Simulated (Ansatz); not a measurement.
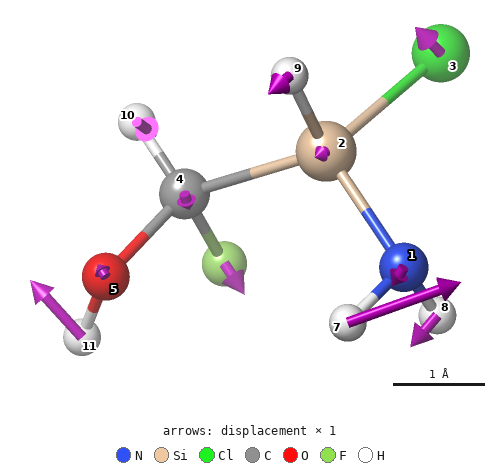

A relaxation of CH₅ClFNOSi. The starting structure is drawn; purple arrows show the displacements, at their true length. The two geometries are superimposed by the best rigid fit.

The picture is a ball-and-stick view, seen at a tilt.

The run prepares an end point of a later path (inversion) calculation, from a guessed geometry.

Theory: RKS revPBE/def2-SVP in Ansatz 0.2.0. Settings: no spin polarisation; force threshold 0.015 eV/Å; at most 40 steps.

Question: Which element moves most?

Answer: Hydrogen: up to 1.34 Å, against 0.48 Å for chlorine.

Question: Describe the change and its energy.

Answer: An H atom moves most after the best rigid fit: 1.34 Å. Largest moves by element: H 1.34 Å, Cl 0.48 Å, F 0.42 Å, N 0.27 Å, C 0.23 Å, Si 0.18 Å. Among the contacts that change: C–H 1.027 → 1.118 Å, Cl–Si 2.062 → 2.117 Å, C–O 1.428 → 1.387 Å, H–N 1.064 → 1.025 Å. Among the angles between lasting bonds that change: Si–N–H 104.0° → 116.8°, Si–N–H 109.9° → 120.8°, N–Si–C 115.8° → 105.9°. Groups turn about C–O by about 50°, C–Si by about 25°. The energy falls by 0.819 eV in 23 accepted moves (29 points after the start). The largest force component goes from 3.6 to 0.013 eV/Å. The line search rejected the trial steps at points 10, 11, 14, 20, 23, 26 of the run. Cost: 89 s on 2 threads of Arm Neoverse V2 (shared host), peak memory 0.21 GiB.
